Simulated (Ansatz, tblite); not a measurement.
# Si(NCS)H3 (CH₃NSSi): rung by rung, part 2 of 2

How do method and basis change the picture of Si(NCS)H3 (CH₃NSSi) (singlet)?

Ansatz 0.2.0, Gaussian basis; as each input shows. The steps go on from the part before.

## 17. MP2/def2-TZVP

in.yaml

```yaml
crystal:
  periodic: [false, false, false]
  atoms:
    - {symbol: Si, position_ang: [-0.002069, -0.002256, -1.106672]}
    - {symbol: N, position_ang: [-0.002016, 0.008905, 0.627117]}
    - {symbol: C, position_ang: [0.002356, 0.006323, 1.835354]}
    - {symbol: S, position_ang: [0.007816, 0.003540, 3.419120]}
    - {symbol: H, position_ang: [1.418297, -0.003825, -1.591478]}
    - {symbol: H, position_ang: [-0.713512, 1.223590, -1.600052]}
    - {symbol: H, position_ang: [-0.710882, -1.236287, -1.583389]}
basis:
  gaussian: {orbitals: def2-TZVP, initial_orbitals: start.molden}
correlation: {method: mp2}
scf: {omitted_lower_state_checks: [starts]}
output: {orbitals: {seedname: orbitals}}
```

Run with:

```bash
ansatz run in.yaml --threads 4 --pin off --events-out ev --progress --plain --max-ram 3916MiB
```

Log:

```text
Functional definition: HF
  name "HF"
  cite "Fock, Z. Phys. 61, 126 (1930) doi:10.1007/BF01340294"
  parent pbe
  exchange = exact_x
  correlation = 0
these checks for a lower state are left out or cut short: starts
986 factors; integrals over basis functions are off by at most 1.1e-3 eV
mean field evaluation 1: about -21240.4041 eV, gradient 3.2e1 eV
mean field evaluation 2: about -21241.1958 eV, gradient 1.0e0 eV
mean field evaluation 4: about -21241.4968 eV, gradient 1.2e-2 eV
mean field evaluation 8: about -21241.4968 eV, gradient 1.2e-6 eV
mean field -21241.49684132 eV, -780.6106109149 hartree, gradient 4.2e-6 eV, S^2 0.000000; 0 other end points of the search recorded, 0 dependent functions left out
12 core orbitals not correlated: weight in the atoms' cores, before any rotation towards them, 1.000 or more for the frozen orbitals, at most 0.000 for the correlated occupied ones
reference -21241.49684132 eV, -780.6106109149 hartree; 11, 11 occupied and 131, 131 virtual orbitals, 986 factors
second order -17.05549760 eV of doubles, -0.00000000 eV of singles
Total energy: -21258.55233893 eV, -781.2373888912 hartree
Checks for a lower state left out: starts
```

Wall time 4.7 s (4 threads of Intel Xeon at 2.50GHz, shared host).

Hartree-Fock HOMO -10.07 eV, LUMO 2.84 eV.

## 18. RPA/def2-TZVP

in.yaml: that of step 17 with these lines changed.

```diff
@@ -12,4 +12,4 @@
   gaussian: {orbitals: def2-TZVP, initial_orbitals: start.molden}
-correlation: {method: mp2}
+hamiltonian: {xc: pbe}
+correlation: {method: rpa}
 scf: {omitted_lower_state_checks: [starts]}
-output: {orbitals: {seedname: orbitals}}
```

Launched as before.

Log (excerpt; [...] marks lines left out):

```text
Functional definition: PBE
  name "PBE"
  cite "Perdew, Burke & Ernzerhof, Phys. Rev. Lett. 77, 3865 (1996) doi:10.1103/PhysRevLett.77.3865"
  parent pbe
[...]
986 factors; integrals over basis functions are off by at most 1.1e-3 eV
[...]
mean field -21279.13664284 eV, -781.9938481076 hartree, gradient 2.6e-6 eV, S^2 0.000000; 0 other end points of the search recorded, 0 dependent functions left out
12 core orbitals not correlated: weight in the atoms' cores, before any rotation towards them, 1.000 or more for the frozen orbitals, at most 0.000 for the correlated occupied ones
reference -21240.02194731 eV, -780.5564095597 hartree; 11, 11 occupied and 131, 131 virtual orbitals, 986 factors
Total energy: -21268.25039706 eV, -781.5937859541 hartree
Checks for a lower state left out: starts
```

Run time: 5.5 s. Hardware: 4 threads of Intel Xeon at 2.50GHz, shared host.

## 19. Comparison

| level | functions | HOMO (eV) | LUMO (eV) | gap (eV) | time |
| --- | --- | --- | --- | --- | --- |
| HF/STO-3G | 31 | -5.81 | 8.65 | 14.46 | 0.62 s |
| LDA/def2-TZVP | 154 | -6.56 | -1.82 | 4.74 | 2.2 s |
| PBE-D4/def2-SVP | 79 | -6.26 | -1.36 | 4.91 | 1.8 s |
| PBE-D4/def2-TZVP | 154 | -6.42 | -1.62 | 4.80 | 3.1 s |
| revPBE-D4/def2-TZVP | 154 | -6.37 | -1.55 | 4.82 | 2.7 s |
| BLYP-D4/def2-TZVP | 154 | -6.24 | -1.47 | 4.77 | 3.1 s |
| r2SCAN-D4/def2-TZVP | 154 | -6.69 | -1.44 | 5.25 | 4.4 s |
| B97M-V/def2-TZVP | 154 | -6.73 | -1.40 | 5.33 | 8 s |
| B3LYP-D4/def2-TZVP | 154 | -7.29 | -0.93 | 6.37 | 3.2 s |
| PBE0-D4/def2-SVP | 79 | -7.44 | -0.51 | 6.92 | 2.6 s |
| PBE0-D4/def2-TZVP | 154 | -7.54 | -0.74 | 6.80 | 3.5 s |
| r2SCAN0-D4/def2-TZVP | 154 | -7.72 | -0.63 | 7.10 | 4.7 s |
| ωB97X-V/def2-TZVP | 154 | -9.71 | 1.40 | 11.11 | 8 s |

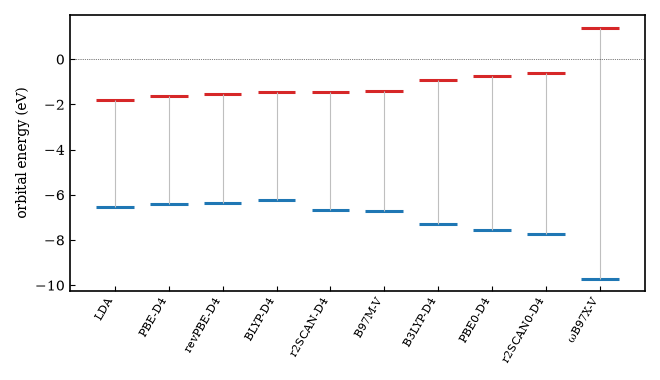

Highest filled (blue) and lowest empty (red) level in def2-TZVP.

Energy pieces by basis (eV):

| basis | HF | MP2 correlation | CCSD correlation | (T) | total |
| --- | --- | --- | --- | --- | --- |
| def2-TZVPP | -21241.5112 | -17.3932 | -18.1172 | -0.9834 | -21260.6118 |
| def2-TZVP | -21241.4968 | -17.0555 |  |  | -21258.5523 (MP2) |

## 20. Binding energy

Free atoms were run apart at each level; binding is atoms less cluster, divided by the number of atoms, without zero-point or spin-orbit terms.

Differences are taken before rounding.

| method | binding an atom (eV) | from CCSD(T)/def2-TZVPP (eV) | time |
| --- | --- | --- | --- |
| HF/STO-3G | 2.876 | -0.787 | 0.62 s |
| HF/def2-TZVP | 2.578 | -1.085 |  |
| HF/def2-TZVPP | 2.580 | -1.083 |  |
| LDA/def2-TZVP | 4.404 | +0.742 | 2.2 s |
| PBE-D4/def2-SVP | 3.939 | +0.276 | 1.8 s |
| PBE-D4/def2-TZVP | 3.931 | +0.268 | 3.1 s |
| revPBE-D4/def2-TZVP | 3.832 | +0.169 | 2.7 s |
| BLYP-D4/def2-TZVP | 3.864 | +0.201 | 3.1 s |
| r2SCAN-D4/def2-TZVP | 3.826 | +0.163 | 4.4 s |
| B97M-V/def2-TZVP | 3.842 | +0.179 | 8 s |
| B3LYP-D4/def2-TZVP | 3.824 | +0.161 | 3.2 s |
| PBE0-D4/def2-SVP | 3.806 | +0.143 | 2.6 s |
| PBE0-D4/def2-TZVP | 3.807 | +0.144 | 3.5 s |
| r2SCAN0-D4/def2-TZVP | 3.719 | +0.056 | 4.7 s |
| ωB97X-V/def2-TZVP | 3.820 | +0.158 | 8 s |
| MP2/def2-TZVP | 3.732 | +0.069 | 4.7 s |
| CCSD/def2-TZVPP | 3.567 | -0.096 |  |
| CCSD(T)/def2-TZVPP | 3.663 | 0 | 39 s |

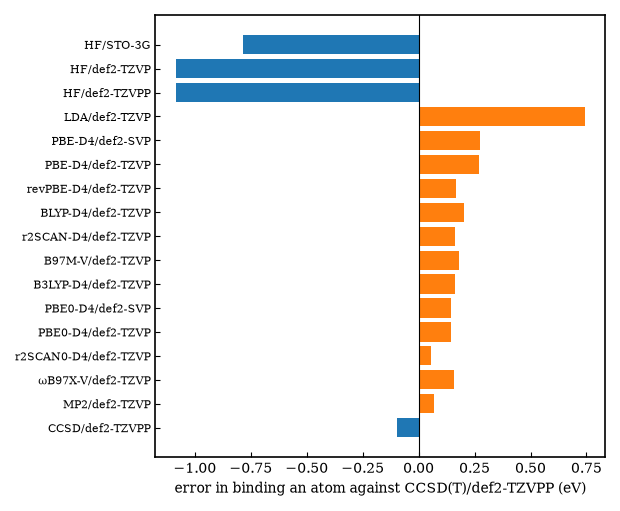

How far each level lands from CCSD(T)/def2-TZVPP.

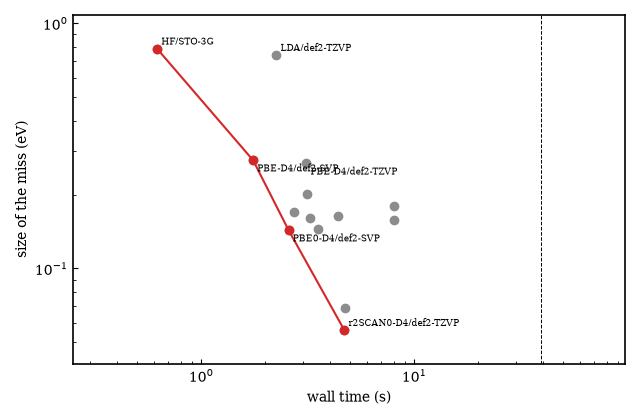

Accuracy for the time spent; red marks the levels that beat every quicker one drawn (of those quicker than the yardstick), and the dashed line is the time of CCSD(T)/def2-TZVPP. Only those levels and the largest misses are named. Times are from a shared host.

## 21. Results

This closing draws on all 2 parts.

| quantity | value |
| --- | --- |
| gap in def2-TZVP, named functionals, smallest and largest | 4.74 eV (LDA), 11.11 eV (ωB97X-V) |
| correlation energy, CCSD(T)/def2-TZVPP | -19.10 eV |
| correlation energy, MP2/def2-TZVP | -17.06 eV |
| binding an atom, CCSD(T)/def2-TZVPP | 3.663 eV |
| PBE0 total energy, smallest basis above largest | 9.40 eV (def2-SVP, def2-TZVP) |

What this shows: Over the named functionals in def2-TZVP the gap runs from 4.74 eV (LDA) to 11.11 eV (ωB97X-V); exact exchange widens it. A small miss in a minimal or small basis is a cancelling of errors, not accuracy. The functionals in def2-TZVP miss CCSD(T)/def2-TZVPP by +0.056 (r2SCAN0-D4) to +0.742 eV (LDA) an atom. CCSD(T)/def2-TZVPP isn't at the basis-set limit; small misses against it rank nothing.

r2SCAN0-D4/def2-TZVP reaches 0.056 eV from the reference in 4.7 s, where CCSD(T)/def2-TZVPP took 39 s; the quickest level in the cost chart, HF/STO-3G, takes 0.62 s and misses by 0.787 eV. The slowest run with a step of its own, CCSD(T)/def2-TZVPP, took 39 s; the quickest functional in def2-TZVP took 2.2 s (shared host).
